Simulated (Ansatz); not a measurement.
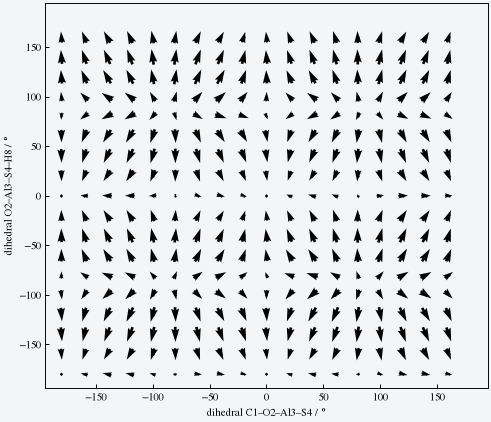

CH4AlOS, SMILES C[O][Al][SH], spin multiplicity 2. Coordinates scanned: (1) dihedral C1–O2–Al3–S4; (2) dihedral O2–Al3–S4–H8. Nothing is relaxed (all other coordinates rigid). Grid: 18 × 18 points. Points are written as (first, second). The calculation used UKS PBE0-D4/def2-SVP in Ansatz 0.2.0.

In the figure: dots at the grid points, arrows along the force (downhill), their lengths compressed.

Q: The arrows alone are given. Where are the wells?

A: The arrows converge at (−180°, −180°); (0°, −180°) (1.5 kJ/mol up); (−180°, 0°) (2.1 kJ/mol up); (0°, 0°) (5.4 kJ/mol up) (read from the interpolated surface).

The energy map of the same scan:

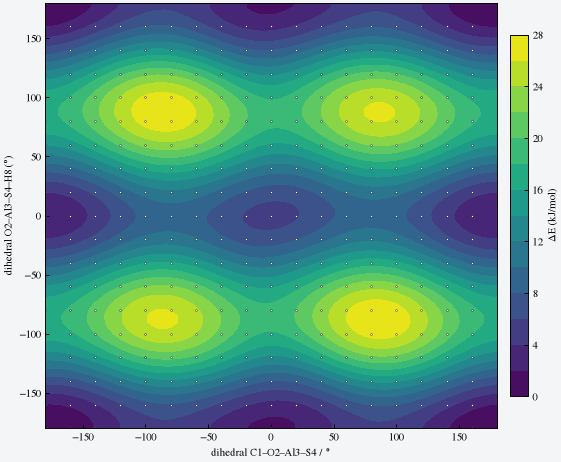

Energies are in kJ/mol, from the lowest grid point; between grid points the surface is interpolated.
